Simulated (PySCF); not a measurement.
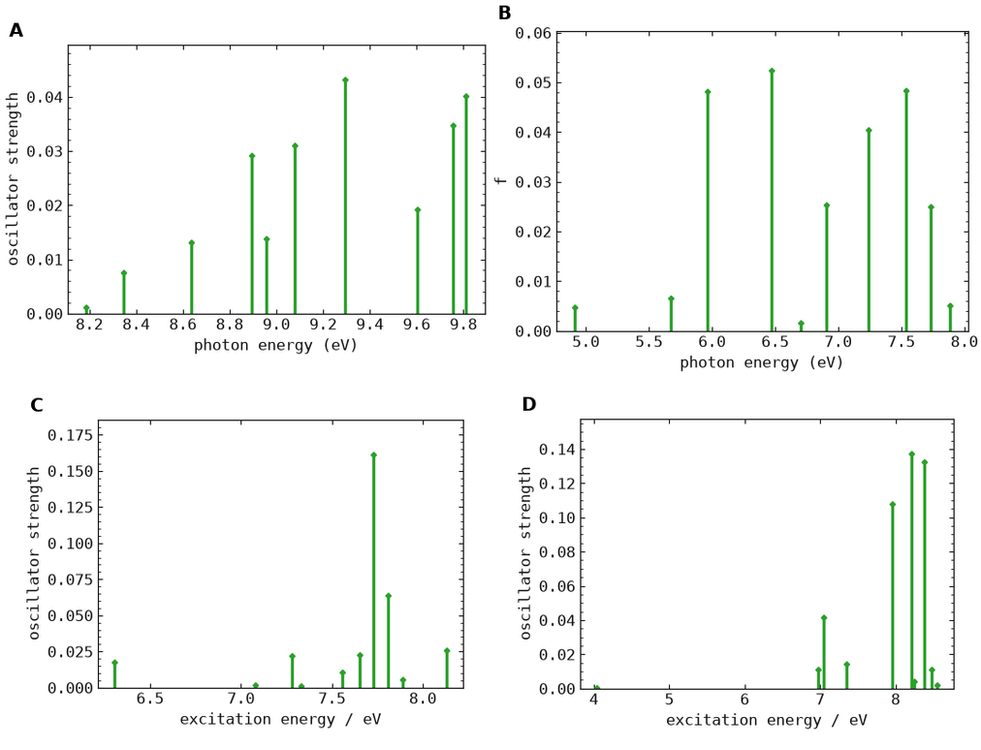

Vertical TDDFT excitations, CAM-B3LYP/def2-SVPD, PySCF, at a PBE0-D3(BJ)/def2-SVP geometry (no frequency check), gas phase. Each panel shows the lowest singlet states that were computed.

Pair each panel with its molecule.
1. C₄H₆F₂O, SMILES C[C@]1(C(F)F)CO1
2. C₂H₆ClNSi₂, SMILES N#CC[SiH2][SiH2]Cl
3. C₃H₈FNSi, SMILES C=N[Si@H](F)CC
4. CH₅B₂Br, SMILES BCBBr

A: 1 (S1 at 8.19 eV, brightest at 9.29 eV)
B: 4 (S1 at 4.91 eV, brightest at 6.47 eV)
C: 2 (S1 at 6.30 eV, brightest at 7.73 eV)
D: 3 (S1 at 4.04 eV, brightest at 8.21 eV)

Limits of at least one run: core orbitals are frozen in the response; one conformer of a flexible molecule; spin-orbit coupling is left out, and with Br it can shift these levels and split any degenerate set.
